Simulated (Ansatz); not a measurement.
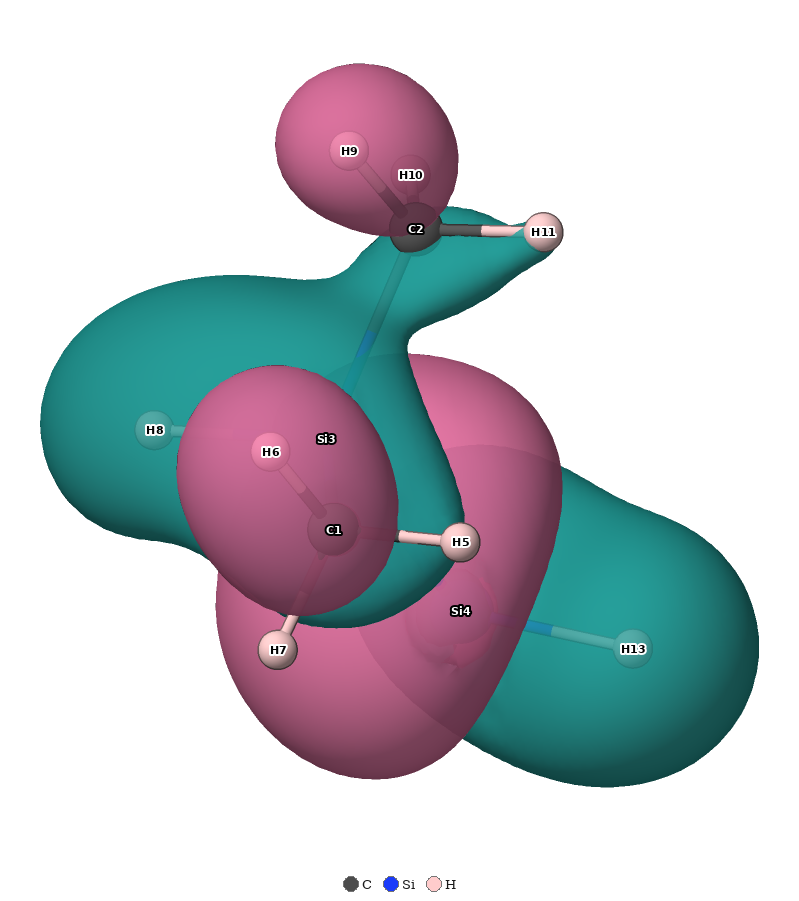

*C₂H₉Si₂ (SMILES C[SiH](C)[SiH2]) (doublet). The HOMO−1 (α) at ±0.06 Å⁻³ᐟ² (teal and pink are the two phases), seen at an oblique angle.*

Geometry: PBE0-D3(BJ)/def2-SVP.

Computed with isolated molecule in a Gaussian basis; Kohn-Sham density functional theory, functional PBE0 in Ansatz 0.2.0.

```yaml
atoms:
  - { symbol: C, position_ang: [-0.3614, -1.4800, -2.7297] }
  - { symbol: C, position_ang: [-1.8354, -2.6550, -0.2680] }
  - { symbol: Si, position_ang: [-0.4882, -1.4683, -0.8498] }
  - { symbol: Si, position_ang: [1.5995, -2.0114, 0.0544] }
  - { symbol: H, position_ang: [-0.0751, -2.4788, -3.0948] }
  - { symbol: H, position_ang: [-1.3299, -1.2161, -3.1831] }
  - { symbol: H, position_ang: [0.3910, -0.7587, -3.0824] }
  - { symbol: H, position_ang: [-0.8172, -0.0848, -0.3745] }
  - { symbol: H, position_ang: [-2.8089, -2.3663, -0.6970] }
  - { symbol: H, position_ang: [-1.9277, -2.6464, 0.8284] }
  - { symbol: H, position_ang: [-1.6119, -3.6854, -0.5848] }
  - { symbol: H, position_ang: [1.6971, -1.9464, 1.5481] }
  - { symbol: H, position_ang: [2.1655, -3.3176, -0.4171] }
```

Q: Describe this orbital and give its energy.

A: It lies mainly on Si4 (about 40 %), Si3 (about 25 %), H12 (about 5 %), H13 (about 5 %) and C1 (about 5 %). Its energy is −8.14 eV.
